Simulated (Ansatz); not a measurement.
# Work function of Sr by crystal face

How much does the work function of Sr differ between its low-index faces, and does the functional change the order?

How it was computed: Ansatz 0.2.0, plane waves with PAW datasets (its set soft_2) at their recommended cutoffs; symmetric slabs of 7 layers (11 for bcc (111)) cut at the tabulated experimental lattice constant, atoms at bulk places, 18 Å of vacuum, k-spacing 0.16 Å⁻¹ (2π included), Fermi-Dirac smearing of 0.1 eV, SCF threshold 1e-9 eV; spin-polarised where the metal is Fe, Co or Ni. The work function is the vacuum level less the Fermi level; differences are formed before rounding.

What came out:

| face | atoms per nm² | LDA (eV) | PBEsol (eV) | r2SCAN (eV) | PBE (eV) | RPBE (eV) | PBE, relaxed (eV) |
| --- | --- | --- | --- | --- | --- | --- | --- |
| (111) | 6.2 | 2.81 | 2.74 | 2.77 | 2.71 | 2.64 | 2.67 |
| (100) | 5.4 | 2.68 | 2.59 | 2.56 | 2.55 | 2.47 | 2.54 |
| (110) | 3.8 | 2.71 | 2.62 | 2.61 | 2.59 | 2.51 | 2.59 |

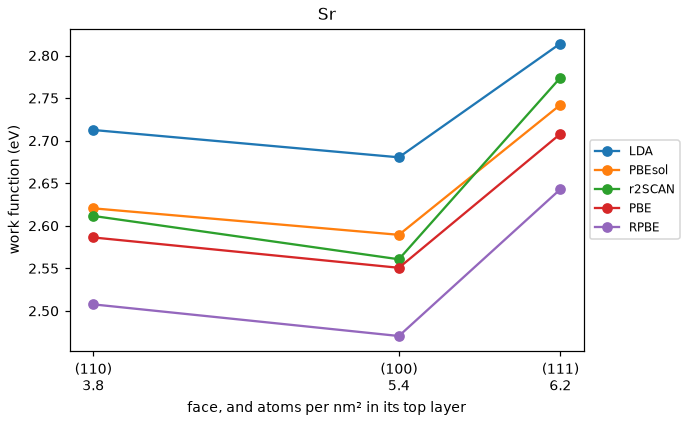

Work function against the density of the top layer.

**Answer.** With PBE the work function runs from 2.71 eV on (111) to 2.55 eV on (100). (100) and (110) lie within 0.08 eV of each other, too close for slabs of this thickness to order; every functional listed puts (111) highest. LDA lies 0.11 to 0.13 eV above PBE. Relaxing all layers with PBE (forces under 0.01 eV/Å) moves the values by −0.04 to 0.00 eV.

**Limits.** Slabs this thin leave size errors that can reach a tenth of an eV or more. The functionals share one unrelaxed geometry at the tabulated experimental lattice constant; the relaxed column keeps that in-plane lattice, which is not PBE's own.
